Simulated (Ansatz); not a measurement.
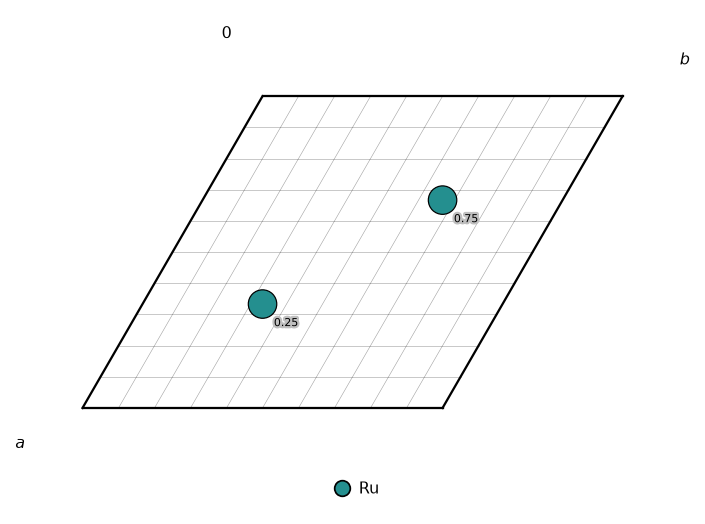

Plan of a unit cell projected along c (a down the page, b across); the numbers are heights as fractions of c, and atoms on the cell's edges are repeated. The grid marks tenths of a and b. Source: the end point of a relaxation at fixed volume with Ansatz, DFT PBE, spin-orbit coupling, plane waves, PAW. The drawing is computed from the coordinates (standard cell, symmetry found to 0.002 Å).

a = 2.723 Å, b = 2.723 Å, c = 4.302 Å, α = 90.00°, β = 90.00°, γ = 120.00°.

What does the cell contain?

Answer. 2 Ru: Ru, Z = 2.

Which space group?

Answer. P6_3/mmc, No. 194, primitive hexagonal.

Give the fractional coordinates of all atoms, to two places.

Answer.
```
atom     x     y     z
  Ru  0.33  0.67  0.75
  Ru  0.67  0.33  0.25
```
